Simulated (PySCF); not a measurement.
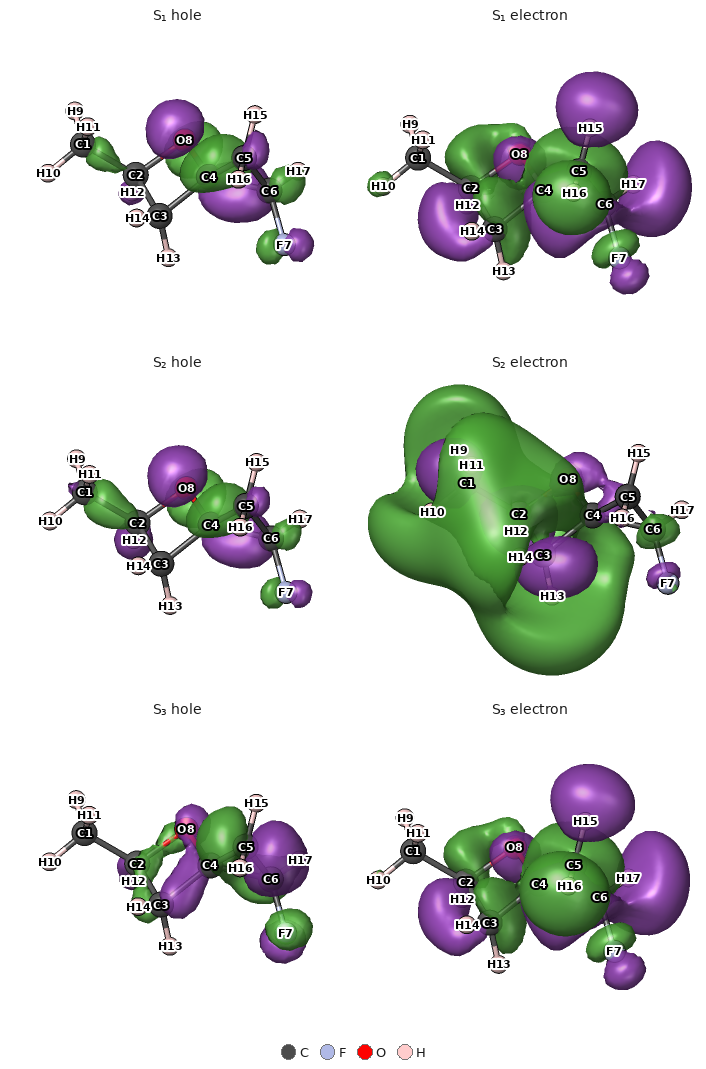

*C₆H₉FO, SMILES `C[CH]1C[C@]2(C[CH]2F)O1`. Leading natural transition orbitals (TDA singlet states).*

Method: CAM-B3LYP/def2-SVP; geometry: GFN2-xTB; program: PySCF. No frequency check shows the geometry to be a minimum. Without diffuse functions Rydberg states are missing, so the states' numbers hold for this basis only.

Coordinates in Å:

```
C1      -2.8567    0.0825    0.2736
C2      -1.5890   -0.3933   -0.4073
C3      -0.4945   -0.9636    0.5114
C4       0.3167    0.2114    0.0120
C5       1.2701    1.0915    0.7592
C6       1.7518    0.2494   -0.3915
F7       2.5274   -0.8387   -0.1054
O8      -0.7271    0.6919   -0.8110
H9      -3.4656    0.6435   -0.4302
H10     -3.4226   -0.7728    0.6343
H11     -2.6092    0.7303    1.1111
H12     -1.8254   -1.0233   -1.2716
H13     -0.1025   -1.9400    0.2376
H14     -0.7305   -0.9389    1.5729
H15      1.2213    2.1577    0.6076
H16      1.5527    0.7806    1.7531
H17      2.0606    0.7071   -1.3216
```

Question: Describe these excited states.

Answer: By state:
- S₁: 7.14 eV (174 nm), f = 0.001 (very weak); the leading pair carries 99 %; hole on O8 (36 %), C4 (17 %) and C6 (14 %), electron on C4 (16 %), C6 (15 %) and O8 (10 %); their centroids lie 0.6 Å apart.
- S₂: 8.03 eV (154 nm), f = 0.019, charge transfer; the leading pair carries 99 %; hole on O8 (42 %), C4 (12 %) and C6 (10 %), electron on H12 (18 %), H13 (14 %) and C3 (11 %); their centroids lie 1.9 Å apart.
- S₃: 8.34 eV (149 nm), f = 0.003; the leading pair carries 90 %; hole on C5 (27 %), C6 (21 %) and F7 (13 %), electron on C6 (17 %), C4 (13 %) and C5 (11 %); their centroids lie 0.1 Å apart; S₄ lies within 0.1 eV of it.
